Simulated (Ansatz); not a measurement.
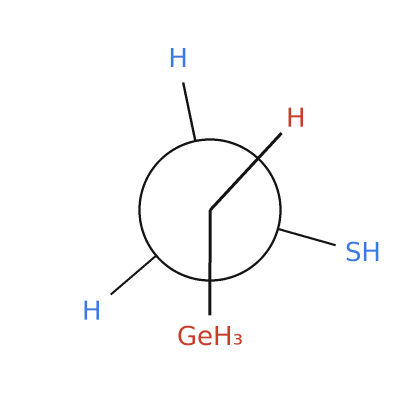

A Newman projection along the N–C bond, nitrogen in front; angles are drawn as computed, but eclipsed bonds slightly apart. The geometry was computed by an optimisation with PBE-D4/def2-SVP. No frequency run is at hand to confirm it as a minimum.

**Which molecule is it?**

CH7GeNS, SC[NH][GeH3]

**What is the torsion angle from the front GeH3 to the back SH? The sign is positive where the front bond must turn clockwise to cover the back bond.**

−74°, synclinal (gauche).
